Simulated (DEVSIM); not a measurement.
Device: abrupt GaP p-n junction, at 300 K.

| layer (left to right) | material | thickness (μm) | Nd (cm⁻³) | Na (cm⁻³) | τn (s) | τp (s) |
|---|---|---|---|---|---|---|
| 1 | GaP | 0.510 | - | 1.5e18 | 1.4e-6 | 1.4e-6 |
| 2 | GaP | 230 | 1.5e15 | - | 1.4e-6 | 1.4e-6 |

Left contact: ohmic. Right contact: ohmic. Voltage is applied to the left contact. Recombination: SRH at mid-gap, radiative. Mobility is μmin + (μ − μmin)/(1 + (N/Nref)^α).

The device is made up for the run: typed textbook-type constants, with dimensions and the other settings drawn at random. Values at 300 K.

| parameter | GaP |
|---|---|
| gap (eV) | 2.26 |
| affinity (eV) | 3.8 |
| permittivity | 11.1 |
| Nc (cm⁻³) | 1.8e19 |
| Nv (cm⁻³) | 1.9e19 |
| μn (cm²/Vs) | 250 |
| μp (cm²/Vs) | 150 |
| μn,min | 10 |
| μp,min | 10 |
| Nref,n | 4.4e18 |
| Nref,p | 1e18 |
| αn | 0.8 |
| αp | 0.85 |
| B (cm³/s) | 1e-13 |

Simulated with DEVSIM: 1D drift-diffusion, Boltzmann statistics, complete ionisation; no tunnelling, impact ionisation, image-force lowering or self-heating.

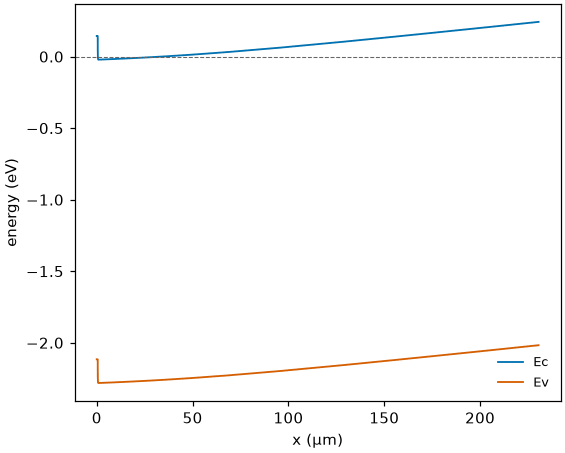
Figure. Band edges at 2.05 V on the left contact

Energies count from the Fermi level of the right contact; mesh points crowd at the junctions.

```
x (μm)   Ec (eV)  Ev (eV)  n (cm⁻³)  p (cm⁻³)  field (V/cm)
-------  -------  -------  --------  --------  ------------
0.000      0.144   -2.116     < 1e2    1.5e18           ≈ 0
0.03789    0.144   -2.116    4.9e11    1.5e18           ≈ 0
0.1241     0.144   -2.116    1.6e12    1.5e18           ≈ 0
0.3191     0.144   -2.116    4.1e12    1.5e18           ≈ 0
0.4673     0.144   -2.116    6.0e12    1.5e18           ≈ 0
0.5080     0.127   -2.133    1.3e13    7.7e17        -48000
0.5449     0.030   -2.230    5.4e14    1.8e16        -11000
0.6948    -0.019   -2.279    3.6e15    2.7e15          -500
1.042     -0.021   -2.281    3.9e15    2.4e15           ≈ 0
1.967     -0.021   -2.281    3.9e15    2.4e15           ≈ 0
4.272     -0.019   -2.279    3.7e15    2.2e15           ≈ 0
14.46     -0.013   -2.273    3.2e15    1.7e15           ≈ 0
36.22      0.002   -2.258    2.4e15    9.0e14           ≈ 0
95.65      0.063   -2.197    1.7e15    1.9e14            12
192.3      0.190   -2.070    1.5e15    1.8e13            14
215.6      0.222   -2.038    1.5e15    8.0e12            14
224.9      0.235   -2.025    1.5e15    3.6e12            14
228.4      0.240   -2.020    1.5e15    1.4e12            14
229.9      0.242   -2.018    1.5e15    4.1e11            14
230.3      0.243   -2.018    1.5e15    1.4e11            14
230.4      0.243   -2.017    1.5e15    4.6e10            14
230.5      0.243   -2.017    1.5e15     < 1e2            14
```
